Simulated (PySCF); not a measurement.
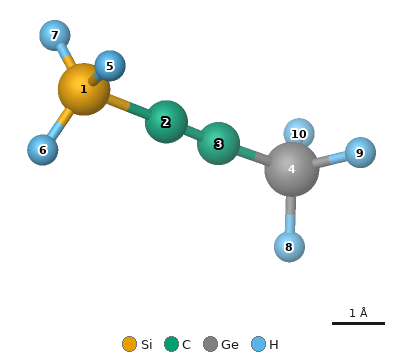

Starting structure of C$_{2}$H$_{6}$GeSi. Style: ball-and-stick. Shown from a free direction.

The start comes from GFN2-xTB. Its atoms were then displaced at random by about 0.03 Å.

These are results of PBE0-D3(BJ)/def2-SVP geometry optimisation, gas phase (PySCF), not measurements.

```xyz
10

Si    2.5156   -0.2397   -0.0928
C     0.6095   -0.0465    0.1529
C    -0.6304    0.0405    0.3069
Ge   -2.3360    0.1707    0.6089
H     3.0064    1.1706   -0.1544
H     2.6688   -0.8186   -1.3953
H     3.0448   -0.9514    0.9994
H    -3.1113   -0.3457   -0.5910
H    -2.8181    1.6060    0.9041
H    -2.8069   -0.6533    1.8494
```

Where does the relaxation end?

Answer. Over 6 geometry steps the energy falls by 0.643 eV. The atom that moves furthest after the best rigid fit is Ge4 (0.11 Å). By element the largest moves are Ge 0.11 Å, Si 0.09 Å, C 0.08 Å, H 0.06 Å. Among the contacts that change: C3–Ge4 1.737 → 1.903 Å, Si1–C2 1.932 → 1.834 Å, Si1–H7 1.407 → 1.492 Å, Si1–H6 1.434 → 1.492 Å. Bond angles that change, for instance: H6–Si1–H7 117.4° → 109.3°, H9–Ge4–H10 104.2° → 110.3°, C2–Si1–H5 103.6° → 109.5°. Cost: 24 s on 1 thread of Arm Neoverse V2 (shared host).

Step by step:

```json
{"step": "0", "E − E(0), eV": "0.0000"}
{"step": "1", "E − E(0), eV": "-0.6044"}
{"step": "2", "E − E(0), eV": "-0.6383"}
{"step": "3", "E − E(0), eV": "-0.6424"}
{"step": "4", "E − E(0), eV": "-0.6426"}
{"step": "5", "E − E(0), eV": "-0.6428"}
{"step": "6", "E − E(0), eV": "-0.6428"}
```

Final geometry:

```xyz
10

Si    2.4516   -0.1791   -0.1125
C     0.6433   -0.0510    0.1650
C    -0.5643    0.0321    0.3461
Ge   -2.4406    0.1673    0.6327
H     3.0475    1.1881   -0.1429
H     2.7080   -0.8650   -1.4120
H     3.0721   -0.9662    0.9923
H    -3.1672   -0.3499   -0.6170
H    -2.7946    1.6402    0.8816
H    -2.8134   -0.6839    1.8546
```

The end point in the same view:

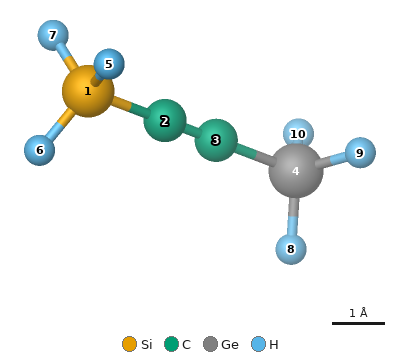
